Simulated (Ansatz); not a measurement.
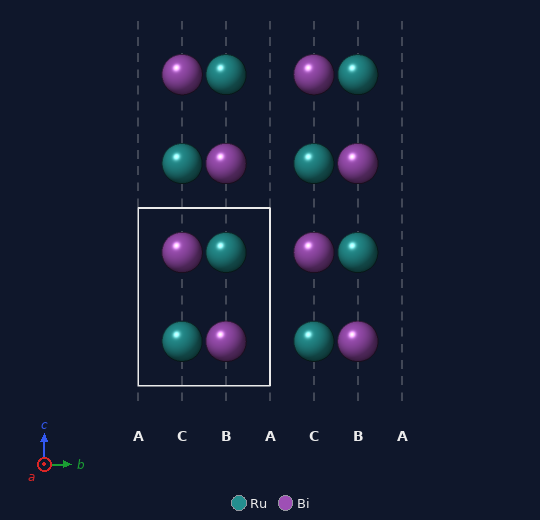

The picture looks along a close-packed row of the hexagonal mesh; c points upwards. The dashed lines mark the three columns A (0, 0), B (1/3, 2/3) and C (2/3, 1/3). The sequence starts with the first layer at or above the cell's origin.

BiRu. Coordinates: the end point of a relaxation with DFT, PBE, PAW with Ansatz's default frozen-core files, scalar-relativistic in Ansatz 0.2.0; the starting structure was generated, so it need not be a known form of this composition.

List the layers of one repeat.

Answer. Bi(B)+Ru(C) – Ru(B)+Bi(C) (two layers in 5.46 Å).

Heights of the layers:

```json
{"layer": "1", "atoms (column)": "Bi(B)+Ru(C)", "height (Å)": "1.37", "to next (Å)": "2.73"}
{"layer": "2", "atoms (column)": "Ru(B)+Bi(C)", "height (Å)": "4.10", "to next (Å)": "2.73"}
```
